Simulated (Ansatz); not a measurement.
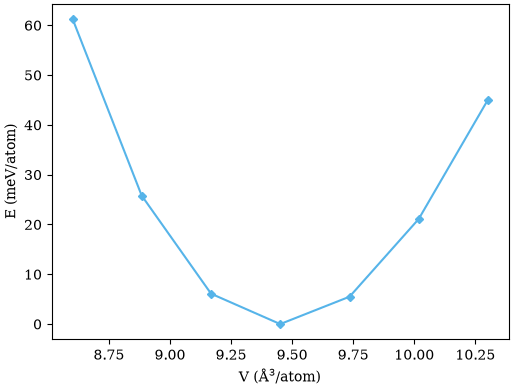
Figure: Be$_{2}$Ru (cubic Laves (MgCu2 type), Fd-3m) under volume change, plane-wave PAW r²SCAN (Ansatz code), scaled uniformly.

### Question
What does a third-order Birch–Murnaghan fit give for V₀, B₀ and B′?

### Answer
V₀ = 9.45 Å³/atom, B₀ = 219 GPa, B′ = 4.2.

A made-up cell: these elements were put on the sites of a structure type; neither database checked (COD, Materials Project) lists it. Whether it is the stable phase at ambient conditions was not checked. The cell was relaxed with r²SCAN under the symmetry of its start; whether a distortion lowers the energy is not shown. The run is not spin-polarised.

Potentials: the earlier of the program's two PAW sets.
